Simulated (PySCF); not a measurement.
C2H11OSi3 (SMILES C[Si](C[SiH3])O[SiH3]) (doublet)

Input

```
{"job": {"kind": "epr"}, "charge": 0, "multiplicity": 2}
Si    -0.181367     1.323516     0.006605
O     -0.521274     0.396835     1.357944
Si     0.110258    -0.446306     2.637968
C     -1.774931     1.465134    -0.974654
C      1.163507     0.461427    -1.001747
Si     0.876607    -1.389078    -1.224135
H     -0.372374    -1.856735     2.589731
H      1.605956    -0.435973     2.592496
H     -0.335829     0.181343     3.916454
H     -1.611886     2.017070    -1.913016
H     -2.546683     1.992396    -0.394162
H     -2.157558     0.459662    -1.218359
H      1.213347     0.951396    -1.989827
H      2.148445     0.606152    -0.526138
H      1.788935    -1.964362    -2.261237
H      1.125167    -2.104646     0.065048
H     -0.533705    -1.659092    -1.642345
```

Launched as:

```sh
OMP_NUM_THREADS=1 python cluster_run.py task.json out
```

Geometry: PBE0-D3(BJ)/def2-SVP.

Level of theory: PySCF 2.14.0, density-fitted response routines, UKS B3LYP, IGLO-III on C O Si, pcH-1 on H, non-relativistic, mean-field spin-orbit, GIAO.

Q: Predict the electron density, electron localisation function and spin density between the atoms.

A: Si–O (1.66 Å): the density is about 1.1 e/Å³ at the midpoint; the ELF peaks at about 0.85 between the atoms, as expected for a shared but strongly polarised pair.
C–Si (1.88 Å): the density is about 0.94 e/Å³ at the midpoint; the ELF peaks at about 0.95 between the atoms: a covalent bond.
C–H (1.10 Å): ρ is about 1.9 e/Å³ halfway; the ELF climbs to about 1 towards the hydrogen, as it does in any bond to H; an ordinary covalent bond to hydrogen.
The unpaired spin (1 electron) lies mostly on Si1 (about 0.7) and O2 (about 0.1), in electrons by Hirshfeld's partition.

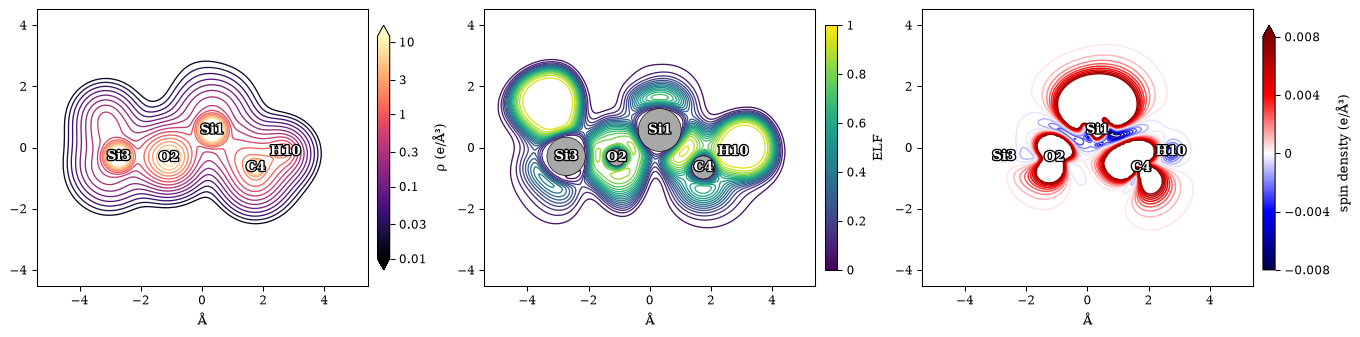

Computed electron density, electron localisation function and spin density on the plane of atoms O2, Si1 and C4, in this order. Grey discs cover the atomic cores in the ELF map. 
